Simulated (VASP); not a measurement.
Energy against volume of Pt3Ti (L1_2). Computed with PBE GGA with D4 dispersion, VASP's PBE PAW potentials (set 64) (plane waves; VASP).

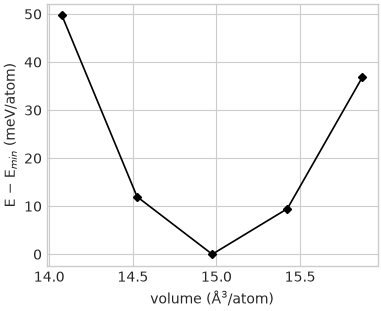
*Energy against volume*

Estimate the equilibrium volume and the bulk modulus.

The minimum lies near 15.0 Å³/atom, and the curvature gives B0 of about 250 GPa.

Measured: a 3.916 Å (computed value off by -0.1 %), as given by Molecular Dynamics Simulations of PtTi High-Temperature Shape Memory Alloys Based on a Modified Embedded-Atom Method …. The calculation is for a static lattice, while the measured a holds thermal and zero-point effects, which are part of the difference.

The compound is Pt3Ti in the L1_2 structure. It was relaxed first.
